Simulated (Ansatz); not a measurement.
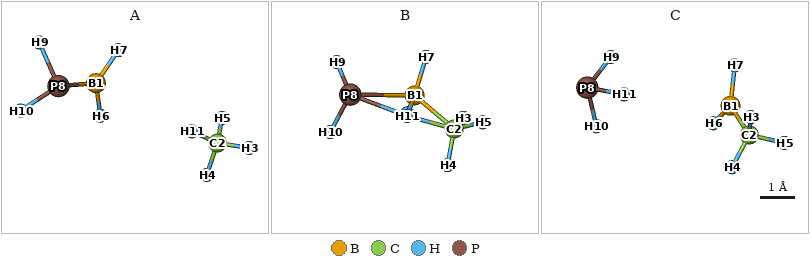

3 geometries from a converged minimum-energy path of CH$_{8}$BP, made up at the start of CH5B and PH3, shuffled. The picture is a ball-and-stick view, seen from a free direction.

All numbers below come from RHF/cc-pVDZ in Ansatz 0.2.0. Run with 7 movable images; climbing image; force threshold 0.03 eV/Å; iteration limit 60; starting path through a guess of the saddle point.

Q: Which of them lies highest in energy?

A: B. In order along the path, whose images run from 0 to 8: C (image 0, 0.0 kcal/mol), B (image 4, +49.4 kcal/mol), A (image 8, −4.7 kcal/mol). Breaking: B1–C2 (1.57 → 1.78 at the top → 4.40 Å), P8–H11 (1.42 → 1.80 at the top → 4.29 Å). Forming: B1–P8 (4.60 → 2.21 at the top → 1.91 Å), C2–H11 (4.15 → 1.46 at the top → 1.09 Å).

Limits of the set-up: the start holds two separate molecules, 3.8 Å apart at their closest, whose relative position is a soft coordinate and is computed without a dispersion correction; Hartree-Fock leaves out electron correlation.

Cost: 3.1 min on 1 thread of Arm Neoverse V2, with other jobs on the host, peak memory 0.16 GiB.
